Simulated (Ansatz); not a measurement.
The starting structures come from a database of crystals and need not be the phases stable at ambient conditions.

 Where the default PAW files enter, the runs use the earlier of Ansatz's two default sets.

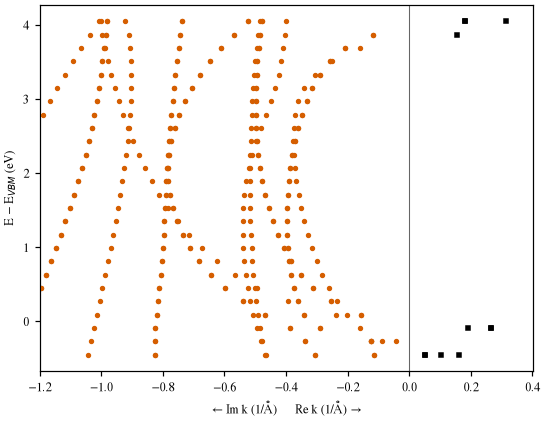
Figure. Complex bands at the centre of the two-dimensional zone; r2SCAN run with Ansatz (a program for electronic structure)

The gap is the functional's own. No spin-orbit coupling. Mid-gap values are interpolated on the energy grid.

This is Ba$_{3}$MgTa$_{2}$O$_{9}$ (P-3m1, not sure to be the ambient phase, 15 atoms a cell, 14.2 Å³ an atom, -5 GPa at this level) along the normal of (001). Read off the slowest decay at the centre of the two-dimensional zone at 1.89 eV, the computed energy nearest the middle of the gap.

κ ≈ 0.37 1/Å, a decay length 1/(2κ) of the density of 1.4 Å.
